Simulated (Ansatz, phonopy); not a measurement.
# How CaO (Lime, Fm-3m) expands on warming, part 3 of 4

Wanted: α(T), C_P(T) and B(T) of CaO (Lime) in the quasi-harmonic approximation.

What experiment has found for this phase:
- heat capacity C_P per formula unit 42.2 J/mol/K and bulk modulus 113 GPa near room temperature (given in “High-Throughput Prediction of Finite-Temperature Properties using the Quasi-Harmonic Approximation”, 2016, arXiv:1603.06924)

Ansatz 0.2.0; DFT LDA, scalar-relativistic, plane waves, PAW.

So far, isothermal bulk modulus at 298 K (GPa): step 6 (the quasi-harmonic study, cutoff 550 eV, k-mesh 8×8×8) 120. The relaxed cell has a = 4.708 Å (conventional setting).

**7. Quasi-harmonic fit by phonopy**

This step: DFT LDA, scalar-relativistic, plane waves, PAW (phonopy 4.10.0).

Numbers from this step:

| Item | Value |
| --- | --- |
| volume expansion coefficient at 300 K | 34.91 1e-6/K |
| isothermal bulk modulus at 300 K | 120.2 GPa |
| C_P at 300 K | 21.35 J/mol-atom/K |
| Grüneisen parameter at 300 K | 1.593 |

Energy (each curve on its own zero) against volume; values in meV/atom:

| volume (Å³/atom) | static | F at 0 K | F at 300 K | F at 1200 K |
| --- | --- | --- | --- | --- |
| 13.046 | 0 | 2.92 | 5.03 | 17.6 |
| 13.243 | 1.19 | 2.84 | 4.09 | 11.4 |
| 13.507 | 6.22 | 6.18 | 6.23 | 6.35 |
| 13.743 | 13.8 | 12.2 | 11.1 | 4.64 |
| 13.984 | 24.1 | 21.1 | 18.7 | 5.3 |

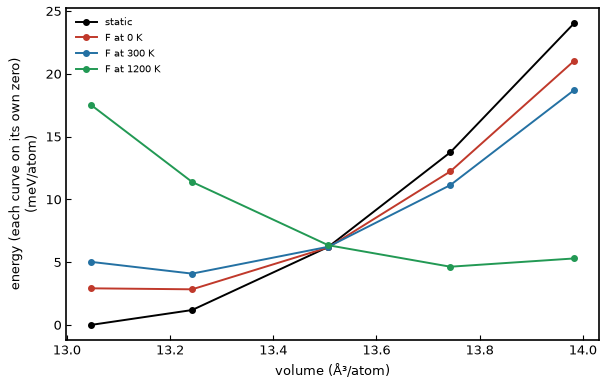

Energy (each curve on its own zero), plotted against volume.

Phonopy-qha, vinet fit of F(V) at each temperature. Qha vinet, by row:

| T (K) | fitted volume (Å³/atom) | alpha_V (1e-6/K) | B_T (GPa) | C_P (J/mol-atom/K) | Grueneisen |
| --- | --- | --- | --- | --- | --- |
| 100 | 13.16 | 12.03 | 124.9 | 7.442 | 1.534 |
| 150 | 13.17 | 21.29 | 124 | 13.41 | 1.545 |
| 200 | 13.18 | 27.79 | 122.8 | 17.34 | 1.572 |
| 250 | 13.2 | 32.03 | 121.5 | 19.78 | 1.585 |
| 300 | 13.23 | 34.91 | 120.2 | 21.35 | 1.593 |
| 350 | 13.25 | 37.02 | 118.8 | 22.42 | 1.6 |
| 400 | 13.28 | 38.68 | 117.4 | 23.19 | 1.606 |
| 450 | 13.3 | 40.07 | 115.9 | 23.77 | 1.613 |
| 500 | 13.33 | 41.29 | 114.4 | 24.23 | 1.619 |
| 550 | 13.36 | 42.42 | 112.9 | 24.6 | 1.626 |
| 600 | 13.38 | 43.48 | 111.3 | 24.92 | 1.634 |
| 650 | 13.41 | 44.52 | 109.7 | 25.2 | 1.642 |
| 700 | 13.44 | 45.55 | 108.1 | 25.45 | 1.65 |
| 750 | 13.48 | 46.58 | 106.5 | 25.69 | 1.659 |
| 800 | 13.51 | 47.64 | 104.8 | 25.91 | 1.668 |
| 850 | 13.54 | 48.72 | 103.1 | 26.13 | 1.677 |
| 900 | 13.57 | 49.84 | 101.4 | 26.34 | 1.687 |
| 950 | 13.61 | 51.01 | 99.62 | 26.56 | 1.697 |
| 1000 | 13.64 | 52.22 | 97.82 | 26.77 | 1.708 |
| 1050 | 13.68 | 53.5 | 96 | 26.99 | 1.719 |
| 1100 | 13.72 | 54.85 | 94.14 | 27.22 | 1.731 |
| 1150 | 13.75 | 56.27 | 92.25 | 27.46 | 1.743 |

Table of volume expansion coefficient by temperature; values in 1e-6/K:

| temperature (K) | phonopy-qha, Vinet | Ansatz's own study |
| --- | --- | --- |
| 100 | 12.0 | 12.2 |
| 150 | 21.3 | 21.9 |
| 200 | 27.8 | 28.2 |
| 250 | 32.0 | 32.2 |
| 300 | 34.9 | 35.0 |
| 350 | 37.0 | 37.1 |
| 400 | 38.7 | 38.7 |
| 450 | 40.1 | 40.1 |
| 500 | 41.3 | 41.3 |
| 550 | 42.4 | 42.4 |
| 600 | 43.5 | 43.5 |
| 650 | 44.5 | 44.5 |
| 700 | 45.5 | 45.5 |
| 750 | 46.6 | 46.6 |
| 800 | 47.6 | 47.6 |
| 850 | 48.7 | 48.7 |
| 900 | 49.8 | 49.8 |
| 950 | 51.0 | 51.0 |
| 1000 | 52.2 | 52.2 |
| 1050 | 53.5 | 53.5 |
| 1100 | 54.9 | 54.8 |
| 1150 | 56.3 | 56.3 |

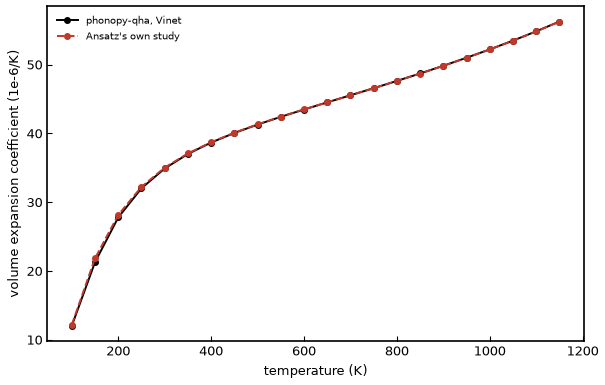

Volume expansion coefficient, plotted against temperature.

The fit gives a volume expansion of 34.9 × 10⁻⁶/K at 300 K, against 34.9 at 298 K from the study itself, whose static fit uses more cells.

**8. The quasi-harmonic study, cutoff 487.2 eV, k-mesh 12×12×12**

Thermal expansion follows from how the free energy of the vibrations (and of the electrons in a metal) changes with strain, so the program makes strained cells, their phonons and a fit in one run.

This step: DFT LDA, scalar-relativistic, plane waves, PAW (Ansatz 0.2.0).

input.yaml

```yaml
crystal:
  lattice:
    - [0.0, 2.3539509319, 2.3539509319]
    - [2.3539509319, 0.0, 2.3539509319]
    - [2.3539509319, 2.3539509319, 0.0]
  atoms:
    - { symbol: Ca, position: [0.0, 0.0, 0.0] }
    - { symbol: O, position: [0.5, 0.5, 0.5] }
kpoints:
  mp_grid: { grid: [12, 12, 12] }
hamiltonian:
  xc: lda
scf:
  occupations: { method: fixed }
output:
  eigenvalues: true
phonons:
  method: dfpt
  qmesh: [4, 4, 4]
  temperatures: { t_max: 1200.0, t_step: 50 }
  thermal_expansion: {}
```

The mesh is denser.

Command:

```bash
ansatz run input.yaml --threads 8 --pin off --max-ram 16384MiB --backend cpu --events-out ev --progress --plain --runs-dir out
```

Numbers of over 12 decimals in the logs are rounded to 6 here.

The program printed:

```text
[...]
Crystal: 2 atoms, lattice volume = 26.087 Å³
Basis set: ecut = 487.2 eV, 609 PW (Γ), exchange–correlation on 48×48×48 points (8 copies of the dense FFT grid, shifted against one another)
Bands: 12, of which v1, the nominal top of the filled ones, is band 8 counted from 1 (7 counted from 0)
Symmetry: 48 space group operations
[...]
k-points: 72 of 1728
[...]
SCF iter   1: F=—  HF=-2331.667072 eV  |F-HF|=—  |Δ(HF+E_count)|=         —  Δρ=1.71e-2  dr2=7.36e-2  ethr=1.77e-3  ⟨swp⟩=4.8  Hψ=5142  notcnv=0  defer=14
[...]
SCF iter   8: F=-2331.648000 eV  HF=-2331.648000 eV  |F-HF|=4.55e-13  |Δ(HF+E_count)|=  1.09e-11  Δρ=4.73e-8  dr2=2.76e-13  ethr=1.00e-12  ⟨swp⟩=6.4  Hψ=4766  notcnv=0
SCF 1 converged in 8 iterations: F = -2331.648000 eV  dr2 = 2.76e-13
[...]
relax step   1: F+E_penalty+E_count = -2331.64800035 eV  Δ(F+E_penalty+E_count) = +0.000e0 eV  max|allowed force component| = 1.321e-29 eV/Å  Δτ_max = 0.0000 Å  (8 SCF iters, accepted)
SCF converged after 8 iterations
Free energy (F): -2331.648000 eV
[...]
Internal energy: -2331.648000 eV  (E = F + TS)
E sigma→0 (E₀):  -2331.648000 eV
Fermi energy:    7.996216 eV
[...]
--- Stress (GPa, compression-positive) ---
       -0.003993       0.000000       0.000000
       -0.000000      -0.003993       0.000000
        0.000000       0.000000      -0.003993
  P = ⅓ Tr σ = -0.0040 GPa (-0.040 kbar)
--- Band table (eV; the first three rows and the last of 72) ---
  k-point 0: bands = [... 4 lower, -7.3308, 7.9962, 7.9962, 7.9962, 13.0842, 14.2650, 14.2650, 14.2650]
  k-point 1: bands = [... 4 lower, -7.1833, 7.7220, 7.8842, 7.8842, 13.4176, 14.2366, 14.3964, 14.3964]
  k-point 2: bands = [... 4 lower, -6.8392, 7.0803, 7.5994, 7.5994, 14.1194, 14.3408, 14.7693, 14.7693]
  k-point 71: bands = [... 4 lower, -6.5519, 6.5886, 6.9277, 6.9277, 14.3832, 14.3832, 16.8161, 17.9654]
── thermal expansion: 3 new cells, 3 in all ──
thermal expansion: relaxation of cell 2
thermal expansion: relaxation of cell 3
── thermal expansion: 2 new cells, 5 in all ──
thermal expansion: relaxation of cell 4
thermal expansion: lower-state search of cell 4
thermal expansion: phonons of cell 4
thermal expansion: relaxation of cell 5
thermal expansion: phonons of cell 5
── thermal expansion: 6 new cells, 11 in all ──
thermal expansion: relaxation of cell 6
thermal expansion: relaxation of cell 7
thermal expansion: relaxation of cell 8
thermal expansion: relaxation of cell 9
thermal expansion: relaxation of cell 10
thermal expansion: relaxation of cell 11
thermal expansion: phonons of cell 6
thermal expansion: phonons of cell 7
thermal expansion: phonons of cell 8
--- Relaxed structure (1 steps of the walk, 1 accepted, 0 SCFs on fresh bases) ---
  F+E_penalty+E_count = -2331.64800035 eV   max|allowed force component| = 1.321e-29 eV/Å
  atoms:
    - { symbol: Ca, position: [0.0, 0.0, 0.0] }
    - { symbol: O, position: [0.5, 0.5, 0.5] }
--- Thermal expansion: 11 cells in 3 rounds, 0 GPa ---
  no lower state was reached at cell 4
  without vibrations: a 3.32896, b 3.32896, c 3.32896 Å, V 26.0862 Å³, B 128.84 GPa
  at 0 K: a 3.33811, b 3.33811, c 3.33811 Å, V 26.3018 Å³, B 125.41 GPa
  zero-point expansion: a +0.275, b +0.275, c +0.275, V +0.826 %
[...]
0.00    3.33811    3.33811    3.33811    26.3018 |    0.00    0.00    0.00    0.00 |   18.80 |     0.000     0.000 |   125.41   125.41
   150.00    3.33947    3.33947    3.33947    26.3340 |    7.28    7.28    7.28   21.84 |   29.62 |    27.220    27.079 |   123.99   124.64
   298.15    3.34437    3.34437    3.34437    26.4501 |   11.64   11.64   11.64   34.93 |       - |    42.562    41.865 |   120.24   122.24
   400.00    3.34857    3.34857    3.34857    26.5499 |   12.90   12.90   12.90   38.71 |   37.04 |    46.319    45.194 |   117.36   120.28
   550.00    3.35538    3.35538    3.35538    26.7123 |   14.14   14.14   14.14   42.41 |   39.36 |    49.149    47.353 |   112.88   117.16
   700.00    3.36277    3.36277    3.36277    26.8891 |   15.17   15.17   15.17   45.52 |   41.30 |    50.867    48.326 |   108.14   113.82
   850.00    3.37070    3.37070    3.37070    27.0797 |   16.23   16.23   16.23   48.68 |   43.13 |    52.229    48.841 |   103.14   110.29
  1000.00    3.37920    3.37920    3.37920    27.2851 |   17.39   17.39   17.39   52.17 |   44.98 |    53.521    49.144 |    97.85   106.56
  1150.00    3.38836    3.38836    3.38836    27.5076 |   18.74   18.74   18.74   56.22 |   46.94 |    54.892    49.337 |    92.25   102.64
  1200.00    3.39158    3.39158    3.39158    27.5861 |   19.25   19.25   19.25   57.74 |   47.62 |    55.388    49.386 |    90.31   101.28
[...]
vibrations' free energy: its fit leaves 0.0009 meV an atom at the most
  the electrons' free energy at temperature is not in it: every band gap is over 1.24 eV
  free energies summed between the sampled wave vectors
[...]
the FFT grids of the static calculations differ: 24 × 24 × 24, 25 × 25 × 25
  band gaps on the cells' k-points are 3.425 to 3.497 eV
```

Run time: 4.9 min. Hardware: 8 threads of AMD EPYC 7R43, shared host; peak memory 1.8 GiB.

This step gave:

- pressure: -0.003993 GPa
- volume expansion coefficient at 298 K: 34.93 1e-6/K
- Grüneisen parameter at 298 K: 1.598
- principal linear expansion coefficients at 298 K: 11.64, 11.64, 11.64 1e-6/K

Strained cells of the study; zero-point energy where phonons were solved; the pressures are stresses at a fixed cutoff and can carry an offset from the finite basis. Expansion cells, by row:

| cell | \|a\| (Å) | \|b\| (Å) | \|c\| (Å) | V (Å³/atom) | E - E_lowest (meV/atom) | pressure, compression positive (GPa) | gap (eV) | zero-point energy (meV/atom) |
| --- | --- | --- | --- | --- | --- | --- | --- | --- |
| 1 | 3.329 | 3.329 | 3.329 | 13.04 | 0.001 | -0.035 | 3.449 | - |
| 2 | 3.356 | 3.356 | 3.356 | 13.36 | 2.946 | -2.956 | 3.466 | - |
| 3 | 3.303 | 3.303 | 3.303 | 12.74 | 3.047 | 3.209 | 3.43 | - |
| 4 | 3.329 | 3.329 | 3.329 | 13.05 | 0 | -0.061 | 3.449 | 55.91 |
| 5 | 3.346 | 3.346 | 3.346 | 13.24 | 1.195 | -1.924 | 3.46 | 54.63 |
| 6 | 3.368 | 3.368 | 3.368 | 13.51 | 6.22 | -4.198 | 3.472 | 52.95 |
| 7 | 3.387 | 3.387 | 3.387 | 13.74 | 13.74 | -6.033 | 3.481 | 51.47 |
| 8 | 3.407 | 3.407 | 3.407 | 13.98 | 24.04 | -7.726 | 3.489 | 49.99 |
| 9 | 3.296 | 3.296 | 3.296 | 12.66 | 4.737 | 4.051 | 3.425 | - |
| 10 | 3.313 | 3.313 | 3.313 | 12.85 | 1.152 | 1.928 | 3.438 | - |
| 11 | 3.434 | 3.434 | 3.434 | 14.32 | 42.58 | -9.84 | 3.497 | - |

Quasi-harmonic; a, b, c are the run's own cell vectors. Expansion, by row:

| T (K) | a (Å) | b (Å) | c (Å) | alpha (deg) | beta (deg) | gamma (deg) | cell volume (Å³/cell) | alpha_a (1e-6/K) | alpha_b (1e-6/K) | alpha_c (1e-6/K) | alpha_V (1e-6/K) | C_P (J/mol-atom/K) | C_V (J/mol-atom/K) | S (J/mol-atom/K) | B_T (GPa) | B_S (GPa) | Grueneisen | extrapolation | fit error (1e-6/K) |
| --- | --- | --- | --- | --- | --- | --- | --- | --- | --- | --- | --- | --- | --- | --- | --- | --- | --- | --- | --- |
| 0 | 3.338 | 3.338 | 3.338 | 60 | 60 | 60 | 26.3 | 0 | 0 | 0 | 0 | 0 | 0 | 0 | 125.4 | 125.4 | - | 0 | 0 |
| 50 | 3.338 | 3.338 | 3.338 | 60 | 60 | 60 | 26.3 | 0.66 | 0.66 | 0.66 | 1.99 | 1.407 | 1.407 | 0.403 | 125.4 | 125.4 | 1.405 | 0 | 0 |
| 100 | 3.339 | 3.339 | 3.339 | 60 | 60 | 60 | 26.31 | 4.07 | 4.07 | 4.07 | 12.2 | 7.776 | 7.761 | 3.201 | 124.9 | 125.2 | 1.556 | 0 | 0 |
| 150 | 3.339 | 3.339 | 3.339 | 60 | 60 | 60 | 26.33 | 7.28 | 7.28 | 7.28 | 21.84 | 13.61 | 13.54 | 7.528 | 124 | 124.6 | 1.586 | 0 | 0.01 |
| 200 | 3.341 | 3.341 | 3.341 | 60 | 60 | 60 | 26.37 | 9.38 | 9.38 | 9.38 | 28.15 | 17.4 | 17.24 | 12.01 | 122.8 | 123.9 | 1.592 | 0 | 0.01 |
| 250 | 3.343 | 3.343 | 3.343 | 60 | 60 | 60 | 26.41 | 10.74 | 10.74 | 10.74 | 32.22 | 19.78 | 19.53 | 16.16 | 121.5 | 123.1 | 1.595 | 0 | 0.01 |
| 298.1 | 3.344 | 3.344 | 3.344 | 60 | 60 | 60 | 26.45 | 11.64 | 11.64 | 11.64 | 34.93 | 21.28 | 20.93 | 19.78 | 120.2 | 122.2 | 1.598 | 0 | 0.01 |
| 300 | 3.344 | 3.344 | 3.344 | 60 | 60 | 60 | 26.45 | 11.67 | 11.67 | 11.67 | 35.02 | 21.33 | 20.98 | 19.91 | 120.2 | 122.2 | 1.598 | 0 | 0.01 |
| 350 | 3.346 | 3.346 | 3.346 | 60 | 60 | 60 | 26.5 | 12.36 | 12.36 | 12.36 | 37.08 | 22.39 | 21.94 | 23.29 | 118.8 | 121.3 | 1.602 | 0 | 0.01 |
| 400 | 3.349 | 3.349 | 3.349 | 60 | 60 | 60 | 26.55 | 12.9 | 12.9 | 12.9 | 38.71 | 23.16 | 22.6 | 26.33 | 117.4 | 120.3 | 1.607 | 0 | 0.01 |
| 450 | 3.351 | 3.351 | 3.351 | 60 | 60 | 60 | 26.6 | 13.36 | 13.36 | 13.36 | 40.08 | 23.74 | 23.07 | 29.09 | 115.9 | 119.3 | 1.613 | 0 | 0.01 |
| 500 | 3.353 | 3.353 | 3.353 | 60 | 60 | 60 | 26.66 | 13.77 | 13.77 | 13.77 | 41.3 | 24.2 | 23.41 | 31.62 | 114.4 | 118.2 | 1.619 | 0 | 0.01 |
| 550 | 3.355 | 3.355 | 3.355 | 60 | 60 | 60 | 26.71 | 14.14 | 14.14 | 14.14 | 42.41 | 24.57 | 23.68 | 33.94 | 112.9 | 117.2 | 1.626 | 0 | 0.01 |
| 600 | 3.358 | 3.358 | 3.358 | 60 | 60 | 60 | 26.77 | 14.49 | 14.49 | 14.49 | 43.47 | 24.89 | 23.88 | 36.09 | 111.3 | 116.1 | 1.634 | 0 | 0.02 |
| 650 | 3.36 | 3.36 | 3.36 | 60 | 60 | 60 | 26.83 | 14.83 | 14.83 | 14.83 | 44.5 | 25.18 | 24.04 | 38.1 | 109.8 | 115 | 1.641 | 0 | 0.02 |
| 700 | 3.363 | 3.363 | 3.363 | 60 | 60 | 60 | 26.89 | 15.17 | 15.17 | 15.17 | 45.52 | 25.43 | 24.16 | 39.97 | 108.1 | 113.8 | 1.65 | 0 | 0.03 |
| 750 | 3.365 | 3.365 | 3.365 | 60 | 60 | 60 | 26.95 | 15.52 | 15.52 | 15.52 | 46.55 | 25.67 | 24.27 | 41.74 | 106.5 | 112.7 | 1.658 | 0 | 0.03 |
| 800 | 3.368 | 3.368 | 3.368 | 60 | 60 | 60 | 27.01 | 15.87 | 15.87 | 15.87 | 47.6 | 25.9 | 24.35 | 43.4 | 104.8 | 111.5 | 1.667 | 0 | 0.03 |
| 850 | 3.371 | 3.371 | 3.371 | 60 | 60 | 60 | 27.08 | 16.23 | 16.23 | 16.23 | 48.68 | 26.11 | 24.42 | 44.98 | 103.1 | 110.3 | 1.676 | 0 | 0.04 |
| 900 | 3.373 | 3.373 | 3.373 | 60 | 60 | 60 | 27.15 | 16.6 | 16.6 | 16.6 | 49.8 | 26.33 | 24.48 | 46.48 | 101.4 | 109.1 | 1.686 | 0 | 0.04 |
| 950 | 3.376 | 3.376 | 3.376 | 60 | 60 | 60 | 27.21 | 16.99 | 16.99 | 16.99 | 50.96 | 26.54 | 24.53 | 47.91 | 99.65 | 107.8 | 1.696 | 0 | 0.04 |
| 1000 | 3.379 | 3.379 | 3.379 | 60 | 60 | 60 | 27.29 | 17.39 | 17.39 | 17.39 | 52.17 | 26.76 | 24.57 | 49.27 | 97.85 | 106.6 | 1.707 | 0 | 0.03 |
| 1050 | 3.382 | 3.382 | 3.382 | 60 | 60 | 60 | 27.36 | 17.82 | 17.82 | 17.82 | 53.45 | 26.98 | 24.61 | 50.58 | 96.02 | 105.3 | 1.718 | 0 | 0.03 |
| 1100 | 3.385 | 3.385 | 3.385 | 60 | 60 | 60 | 27.43 | 18.27 | 18.27 | 18.27 | 54.8 | 27.21 | 24.64 | 51.84 | 94.15 | 104 | 1.729 | 0 | 0.02 |
| 1150 | 3.388 | 3.388 | 3.388 | 60 | 60 | 60 | 27.51 | 18.74 | 18.74 | 18.74 | 56.22 | 27.45 | 24.67 | 53.06 | 92.25 | 102.6 | 1.741 | 0 | 0.04 |
| 1200 | 3.392 | 3.392 | 3.392 | 60 | 60 | 60 | 27.59 | 19.25 | 19.25 | 19.25 | 57.74 | 27.69 | 24.69 | 54.23 | 90.31 | 101.3 | 1.754 | 0 | 0.07 |

The expansion coefficient by temperature; values in 1e-6/K:

| temperature (K) | volume | principal 1 |
| --- | --- | --- |
| 0 | 0 | 0 |
| 50 | 1.99 | 0.66 |
| 150 | 21.8 | 7.28 |
| 200 | 28.1 | 9.38 |
| 298 | 34.9 | 11.6 |
| 300 | 35.0 | 11.7 |
| 400 | 38.7 | 12.9 |
| 450 | 40.1 | 13.4 |
| 550 | 42.4 | 14.1 |
| 600 | 43.5 | 14.5 |
| 700 | 45.5 | 15.2 |
| 750 | 46.5 | 15.5 |
| 850 | 48.7 | 16.2 |
| 900 | 49.8 | 16.6 |
| 1000 | 52.2 | 17.4 |
| 1050 | 53.5 | 17.8 |
| 1150 | 56.2 | 18.7 |
| 1200 | 57.7 | 19.2 |

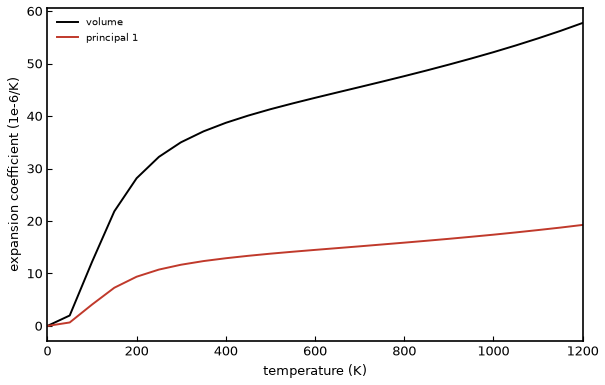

Expansion coefficient against temperature.

Changing the k-mesh (8×8×8 → 12×12×12) and the cutoff (550 → 487.2 eV) takes the volume expansion at 298 K from 34.9 to 34.9 × 10⁻⁶/K and B_T from 120 to 120 GPa.

**9. Free-energy fit**

This step: DFT LDA, scalar-relativistic, plane waves, PAW (phonopy 4.10.0).

Numbers from this step:

```
volume expansion coefficient at 300 K : 34.9 1e-6/K
```

The energy (each curve on its own zero) by volume; values in meV/atom:

| volume (Å³/atom) | static | F at 0 K | F at 300 K | F at 1200 K |
| --- | --- | --- | --- | --- |
| 13.046 | 0 | 2.92 | 5.02 | 17.5 |
| 13.243 | 1.2 | 2.84 | 4.09 | 11.4 |
| 13.507 | 6.22 | 6.18 | 6.23 | 6.35 |
| 13.743 | 13.7 | 12.2 | 11.1 | 4.64 |
| 13.983 | 24.0 | 21.0 | 18.7 | 5.3 |

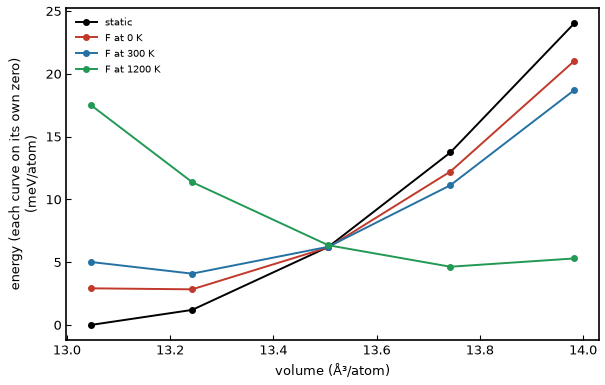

Energy (each curve on its own zero) against volume.

Phonopy-qha, vinet fit of F(V) at each temperature. Qha vinet, by row:

| T (K) | fitted volume (Å³/atom) | alpha_V (1e-6/K) | B_T (GPa) | C_P (J/mol-atom/K) | Grueneisen |
| --- | --- | --- | --- | --- | --- |
| 100 | 13.16 | 12.02 | 124.9 | 7.441 | 1.533 |
| 150 | 13.17 | 21.28 | 124 | 13.41 | 1.545 |
| 200 | 13.18 | 27.78 | 122.8 | 17.33 | 1.571 |
| 250 | 13.2 | 32.01 | 121.5 | 19.78 | 1.584 |
| 300 | 13.23 | 34.9 | 120.2 | 21.35 | 1.593 |
| 350 | 13.25 | 37.01 | 118.8 | 22.42 | 1.599 |
| 400 | 13.27 | 38.67 | 117.4 | 23.19 | 1.605 |
| 450 | 13.3 | 40.06 | 115.9 | 23.77 | 1.612 |
| 500 | 13.33 | 41.28 | 114.4 | 24.22 | 1.619 |
| 550 | 13.36 | 42.4 | 112.9 | 24.6 | 1.626 |
| 600 | 13.38 | 43.47 | 111.3 | 24.92 | 1.633 |
| 650 | 13.41 | 44.51 | 109.7 | 25.2 | 1.641 |
| 700 | 13.44 | 45.54 | 108.1 | 25.45 | 1.65 |
| 750 | 13.48 | 46.57 | 106.5 | 25.69 | 1.658 |
| 800 | 13.51 | 47.63 | 104.8 | 25.91 | 1.667 |
| 850 | 13.54 | 48.71 | 103.1 | 26.13 | 1.677 |
| 900 | 13.57 | 49.83 | 101.4 | 26.34 | 1.687 |
| 950 | 13.61 | 51 | 99.59 | 26.56 | 1.697 |
| 1000 | 13.64 | 52.22 | 97.8 | 26.77 | 1.707 |
| 1050 | 13.68 | 53.5 | 95.97 | 26.99 | 1.719 |
| 1100 | 13.72 | 54.84 | 94.11 | 27.22 | 1.73 |
| 1150 | 13.75 | 56.27 | 92.21 | 27.46 | 1.742 |

The volume expansion coefficient by temperature; values in 1e-6/K:

| temperature (K) | phonopy-qha, Vinet | Ansatz's own study |
| --- | --- | --- |
| 100 | 12.0 | 12.2 |
| 150 | 21.3 | 21.8 |
| 200 | 27.8 | 28.1 |
| 250 | 32.0 | 32.2 |
| 300 | 34.9 | 35.0 |
| 350 | 37.0 | 37.1 |
| 400 | 38.7 | 38.7 |
| 450 | 40.1 | 40.1 |
| 500 | 41.3 | 41.3 |
| 550 | 42.4 | 42.4 |
| 600 | 43.5 | 43.5 |
| 650 | 44.5 | 44.5 |
| 700 | 45.5 | 45.5 |
| 750 | 46.6 | 46.5 |
| 800 | 47.6 | 47.6 |
| 850 | 48.7 | 48.7 |
| 900 | 49.8 | 49.8 |
| 950 | 51 | 51.0 |
| 1000 | 52.2 | 52.2 |
| 1050 | 53.5 | 53.5 |
| 1100 | 54.8 | 54.8 |
| 1150 | 56.3 | 56.2 |

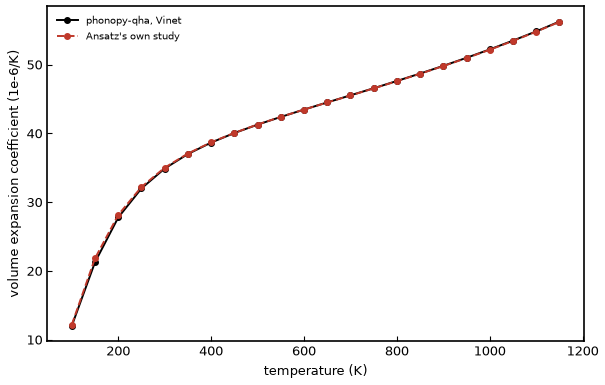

Volume expansion coefficient against temperature.

The fit gives a volume expansion of 34.9 × 10⁻⁶/K at 300 K, against 34.9 at 298 K from the study itself, whose static fit uses more cells.

(Continued in part 4 of 4.)

[Logs are printed without paths, hosts, clocks, repeated set-up lines and the standing remarks that a program may print on its own settings, such as how far it seeks lower states.]

[Hosts, paths, dates, database ids (printed as entryN), source tags and the programs' standing remarks are cut or masked in the printed files.]

[A step with changed settings may run another functional than the one named; its input shows which.]
